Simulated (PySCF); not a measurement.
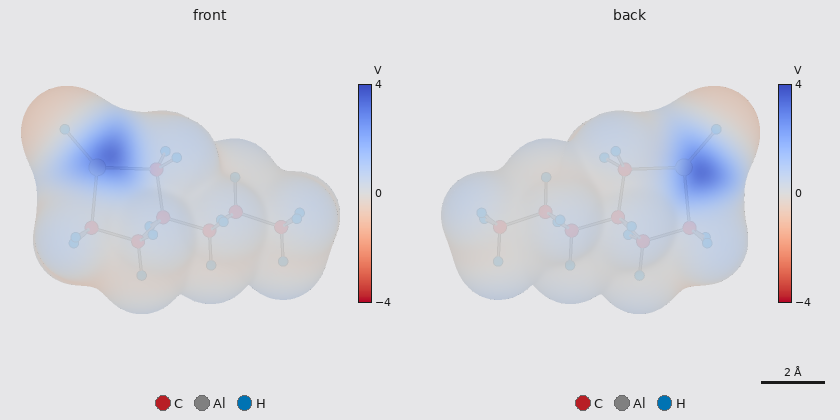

Figure 1: C₇H₁₅Al (SMILES CCC[C@H]1C[CH2][AlH][CH2]1). The molecular electrostatic potential painted on the density surface at 0.002 e/bohr³, seen from the front and from behind; the colour scale runs from red (negative) to blue (positive).

Geometry: PBE0-D3(BJ)/def2-SVP.

Level of theory: PySCF 2.14.0, PBE0/pcSseg-1, SCF density, gas phase, non-relativistic.

```xyz
23

C    -3.4233    0.0896    0.2722
C    -2.0712   -0.2915   -0.3101
C    -0.9107    0.4559    0.3309
C     0.4651    0.1332   -0.2487
C     1.5527    1.0445    0.3556
C     2.9528    0.7206   -0.1953
Al    2.8239   -1.2350   -0.3554
C     0.8784   -1.3480   -0.1002
H    -4.2443   -0.4696   -0.2020
H    -3.6304    1.1636    0.1369
H    -3.4627   -0.1165    1.3542
H    -2.0676   -0.0989   -1.3981
H    -1.9152   -1.3775   -0.1973
H    -0.8932    0.2426    1.4168
H    -1.0914    1.5433    0.2420
H     0.4281    0.3610   -1.3341
H     1.2767    2.1022    0.1967
H     1.5461    0.8959    1.4526
H     3.0806    1.1649   -1.2016
H     3.7622    1.1386    0.4234
H     3.9268   -2.3578   -0.6066
H     0.6631   -1.6879    0.9340
H     0.3114   -2.0210   -0.7620
```

Where is the surface potential most negative and most positive?

Answer. The most negative region (about −0.5 V, or −12 kcal/mol for a unit charge) lies over H21, the most positive (about +3.1 V, or +71 kcal/mol for a unit charge) over Al7.
